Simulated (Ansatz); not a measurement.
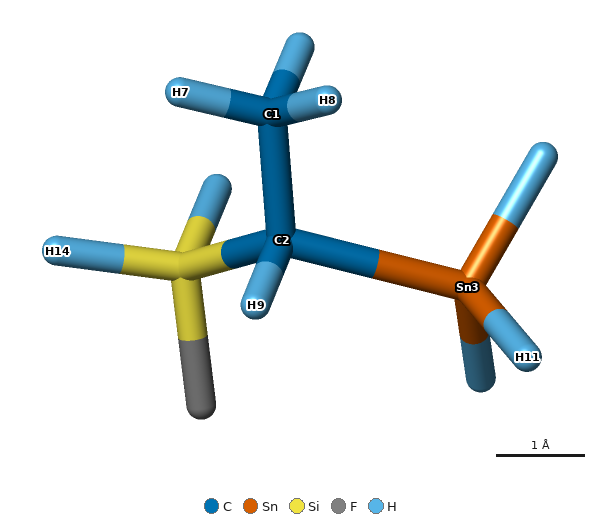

*The structure as given in the input (stick view, seen at a tilt; atoms are numbered from 1 in the order of the input). Sticks mark near contacts.*

Bond lengths as drawn: C–C 1.55 Å, C–H 1.11 Å, C–Si 1.88 Å, C–Sn 2.23 Å, F–Si 1.65 Å, H–Si 1.50 Å and H–Sn 1.73 to 1.74 Å.

# Frequency calculation, with input and output: C₂H₉FSiSn

C₂H₉FSiSn, SMILES C[CH]([SnH3])[SiH2]F, computed with RKS BLYP-D4/def2-SVP (Ansatz 0.2.0).

It belongs to a series of runs on one base structure; here: vibrations at the highest image of the band. Figures and captions count atoms from 1; the log counts them from 0 in places.

## Input file
```yaml
crystal:
  periodic: [false, false, false]
  atoms:
    - { symbol: C, position_ang: [-0.965863, -0.280122, -1.331241] }
    - { symbol: C, position_ang: [0.23832, 0.130683, -0.446079] }
    - { symbol: Sn, position_ang: [0.803538, -1.506194, 0.952912] }
    - { symbol: Si, position_ang: [-0.036188, 1.749771, 0.467452] }
    - { symbol: F, position_ang: [1.309981, 2.088937, 1.355624] }
    - { symbol: H, position_ang: [-1.88312, -0.447746, -0.729483] }
    - { symbol: H, position_ang: [-1.205306, 0.502809, -2.083657] }
    - { symbol: H, position_ang: [-0.772405, -1.216733, -1.893744] }
    - { symbol: H, position_ang: [1.144848, 0.262622, -1.075769] }
    - { symbol: H, position_ang: [-0.607314, -2.488744, 1.197306] }
    - { symbol: H, position_ang: [2.048987, -2.464188, 0.214381] }
    - { symbol: H, position_ang: [1.362117, -0.907255, 2.478603] }
    - { symbol: H, position_ang: [-1.202774, 1.654154, 1.405846] }
    - { symbol: H, position_ang: [-0.247722, 2.892908, -0.48335] }
basis:
  gaussian: { orbitals: def2-SVP }
hamiltonian:
  xc: blyp
  dispersion: d4
phonons: {}
```

Machine: 2 threads of INTEL XEON PLATINUM @ 2.10GHz (Emerald Rapids), 24 GiB of memory available, shared host.

Launched with:
```bash
ansatz run input.yaml --threads 2 --pin off --max-ram 3072MiB --backend cpu --events-out ev --progress --plain --runs-dir out
```

## Log
```
Engine: ansatz 0.2.0, x86_64-unknown-linux-gnu
Functional definition: BLYP
  parameter beta = 0.0042
  parameter a = 0.04918
  parameter b = 0.132
  parameter c = 0.2533
  parameter d = 0.349
  exchange = b88_x(beta = beta)
  correlation = lyp_c(a = a, b = b, c = c, d = d)
1473 factors; their error is unknown
mean field evaluation 1: about -18625.0805 eV, gradient 7.1e1 eV
mean field evaluation 2: about -18592.8312 eV, gradient 1.3e2 eV
mean field evaluation 4: about -18637.1795 eV, gradient 1.0e1 eV
mean field evaluation 8: about -18637.4495 eV, gradient 2.2e-1 eV
mean field evaluation 16: about -18637.3801 eV, gradient 2.7e-4 eV
mean field -18637.38007365 eV, -684.9110848367 hartree, gradient 2.7e-5 eV, S^2 0.000000; 0 other end points of the search recorded, 0 dependent functions left out
the calculation of the forces begins
reference -18637.38048680 eV, -684.9111000198 hartree; 33, 33 occupied and 98, 98 virtual orbitals, 1473 factors
these checks for a lower state are left out or cut short: stability, starts, cluster_reference, orbital_swaps, neighbouring_geometries, increment
1473 factors; their error is unknown
mean field -18637.37988202 eV, -684.9110777945 hartree, gradient 2.9e-6 eV, S^2 0.000000; 0 other end points of the search recorded, 0 dependent functions left out
[... from here on the field's lines of each further geometry are left out, up to the last ...]
the calculation of the forces begins
reference -18637.38046328 eV, -684.9110991553 hartree; 33, 33 occupied and 98, 98 virtual orbitals, 1473 factors
these checks for a lower state are left out or cut short: stability, starts, cluster_reference, orbital_swaps, neighbouring_geometries, increment
1473 factors; their error is unknown
mean field -18637.38004750 eV, -684.9110838758 hartree, gradient 2.8e-6 eV, S^2 0.000000; 0 other end points of the search recorded, 0 dependent functions left out
the calculation of the forces begins
reference -18637.38046070 eV, -684.9110990605 hartree; 33, 33 occupied and 98, 98 virtual orbitals, 1473 factors
WARN: phonons: modes at or below zero, which the zero-point energy, F, S and C_V leave out: 1, the lowest at -59.16 cm⁻¹. A minimum has none, and a first-order saddle one
Total energy: -18638.10000633 eV, -684.9375418747 hartree
Atom 0 at    -0.965863    -0.280122    -1.331241 Å, force     0.001222     0.000096     0.004599 eV/Å
Atom 1 at     0.238320     0.130683    -0.446079 Å, force    -0.001512     0.003651    -0.003375 eV/Å
Atom 2 at     0.803538    -1.506194     0.952912 Å, force     0.001171    -0.003309    -0.001933 eV/Å
Atom 3 at    -0.036188     1.749771     0.467452 Å, force    -0.005778     0.010313     0.003124 eV/Å
Atom 4 at     1.309981     2.088937     1.355624 Å, force     0.000255    -0.002614    -0.000348 eV/Å
Atom 5 at    -1.883120    -0.447746    -0.729483 Å, force     0.000330     0.000191    -0.000334 eV/Å
Atom 6 at    -1.205306     0.502809    -2.083657 Å, force     0.000919    -0.000058     0.000213 eV/Å
Atom 7 at    -0.772405    -1.216733    -1.893744 Å, force    -0.000353     0.000160    -0.000294 eV/Å
Atom 8 at     1.144848     0.262622    -1.075769 Å, force    -0.000074    -0.001598     0.000204 eV/Å
Atom 9 at    -0.607314    -2.488744     1.197306 Å, force    -0.000010    -0.000699    -0.000574 eV/Å
Atom 10 at     2.048987    -2.464188     0.214381 Å, force    -0.002640     0.000958     0.001410 eV/Å
Atom 11 at     1.362117    -0.907255     2.478603 Å, force     0.001410     0.002912     0.000405 eV/Å
Atom 12 at    -1.202774     1.654154     1.405846 Å, force    -0.000348    -0.008637     0.001895 eV/Å
Atom 13 at    -0.247722     2.892908    -0.483350 Å, force     0.005407    -0.001367    -0.004993 eV/Å
Dipole moment:    -0.187216    -0.130102    -0.295913 e Å
Vibrations: -59.16 60.02 98.07 186.84 193.25 207.36 306.58 378.17 418.96 452.33 644.17 651.22 693.21 696.21 713.26 715.87 827.68 903.56 936.82 947.08 978.70 1003.34 1078.67 1226.70 1362.51 1431.63 1439.55 1810.91 1828.63 1844.05 2153.33 2164.96 2933.93 2966.73 2997.54 3017.34 cm⁻¹, zero-point energy 2.496368 eV
```

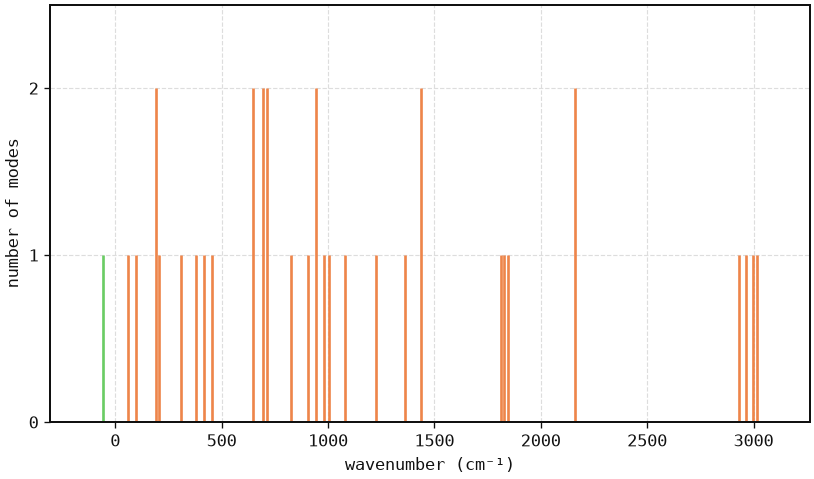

*Harmonic vibrational wavenumbers from the force constants; neighbouring modes closer than 14 cm⁻¹ are counted in one stick, and imaginary ones are drawn at negative wavenumbers.*

36 modes from 59i to 3017 cm⁻¹, 1 imaginary beyond 8i (59i cm⁻¹): not a clean minimum; so soft a mode can be a shallow saddle, an incomplete relaxation or noise of the force constants.

## Key numbers

| quantity | value |
| --- | --- |
| outcome | converged |
| total energy | −18638.1000 eV |
| mean-field energy | −18637.3805 eV |
| largest force (length of the vector) | 0.012 eV/Å |
| wall time | 1.7 min (CPU time 3.4 min) |
| peak memory | 0.19 GiB |
